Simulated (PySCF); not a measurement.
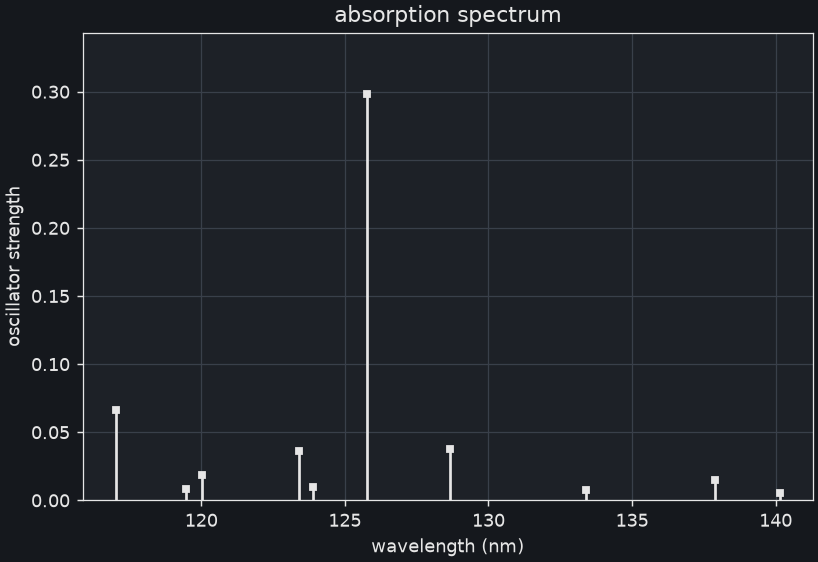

Vertical TDDFT excitations, ωB97X-D/def2-SVPD, PySCF 2.14.0, at a PBE0-D3(BJ)/def2-SVP geometry (no frequency check), gas phase. Only the first 10 singlet excitations are included.

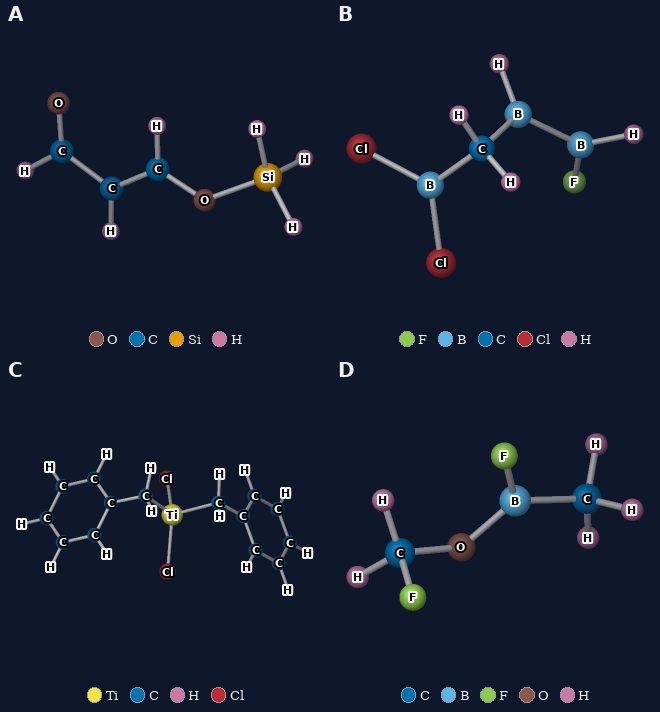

### Which molecule gives this spectrum? The candidates are drawn in the second picture.

Structure D, C₂H₅BF₂O, SMILES CB(F)OCF. Its lowest singlet lies at 8.85 eV (f = 0.005) and the brightest of those computed is S5 at 9.86 eV (126 nm), f = 0.298, mainly HOMO−2 → LUMO+1 (60 %).

Caveats: one conformer of a flexible molecule; core orbitals are frozen in the response.
